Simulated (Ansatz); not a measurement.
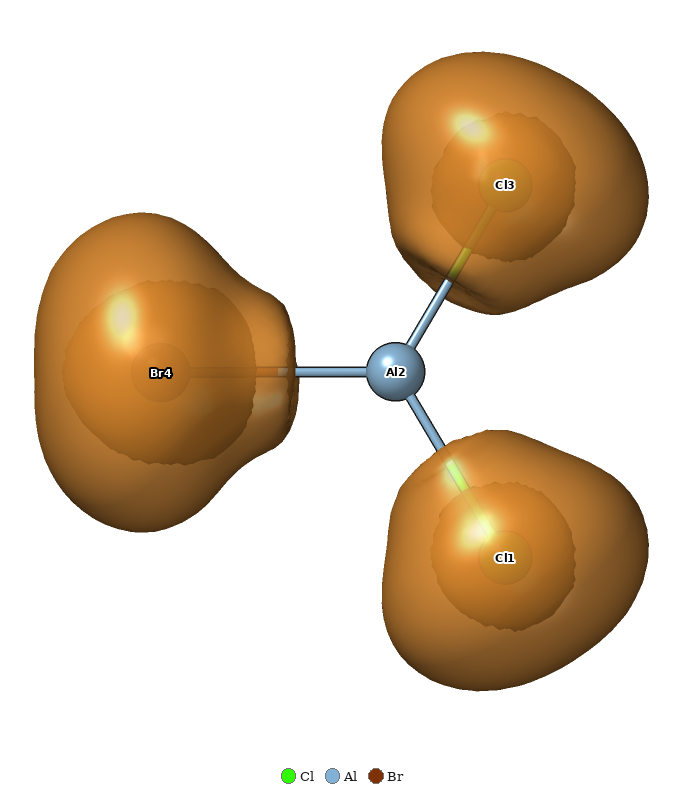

*AlBrCl2 (SMILES [Cl][Al]([Cl])[Br]). Isosurface of the ELF at 0.75 (orange), seen at a tilt. Core shells and regions of very low density are left out.*

Geometry: PBE0-D4/def2-TZVP.

These are results of Ansatz, RKS PBE0-D4/def2-TZVPP, not measurements.

Input file:

```
crystal:
  periodic: [false, false, false]
  atoms:
    - {symbol: Cl, position_ang: [-0.005094, 0.383326, 2.045193]}
    - {symbol: Al, position_ang: [0.031433, -0.036397, 0.018182]}
    - {symbol: Cl, position_ang: [1.078489, -1.685277, -0.668218]}
    - {symbol: Br, position_ang: [-1.049229, 1.278049, -1.415457]}
basis:
  gaussian: {orbitals: def2-TZVPP}
hamiltonian: {xc: pbe0, dispersion: d4}
output: {orbitals: {seedname: orbitals}}
```

Launched as:

```sh
ansatz run in.yaml --threads 2 --pin off --events-out ev --progress --plain --max-ram 32768MiB --backend cpu
```

Describe the localisation domains.

Answer. The surface consists of one region on Br in which the atom's valence shell and bonds are merged and two regions on Cl in which the atom's valence shell and bonds are merged. Along the contacts the grid gives the following. Al–Cl (2.07 Å): the ELF peaks at about 0.85 in the valence shell of Cl, 1.0 Å from its nucleus, and is about 0.85 at the midpoint. Al–Br (2.23 Å): the ELF peaks at about 0.85 in the valence shell of Br, 1.1 Å from its nucleus, and is about 0.80 at the midpoint.
